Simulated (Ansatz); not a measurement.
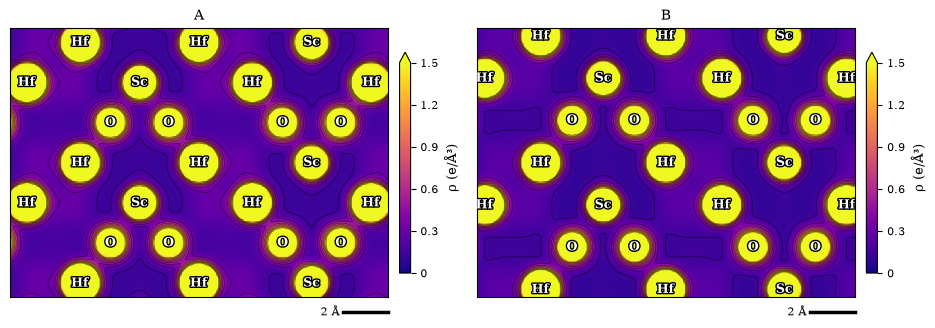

Hf₂ScO₂. The valence electron density of two cells that differ in size, on the (110) plane of each (indices in the axes of the calculation cell), at one length scale and on one colour scale; one has 12.6 and the other 14.7 Å³ an atom.

Space group P6₃/mmc; a generated structure, not necessarily the stable one.

Method: DFT PBE, scalar-relativistic, plane waves, PAW in Ansatz.

Which panel shows the smaller cell, and what does the compression change?

Panel A is the smaller cell, by 14 % in volume. From the larger cell to the smaller, Hf–Hf goes from 3.12 to 2.97 Å, and the density at its midpoint from 0.21 to 0.25 e/Å³; Hf–O goes from 2.34 to 2.24 Å, and the density at its midpoint from 0.38 to 0.5 e/Å³; Sc–O goes from 2.33 to 2.20 Å, and the density at its midpoint from 0.28 to 0.37 e/Å³; the pressure goes from −9 to 20 GPa.
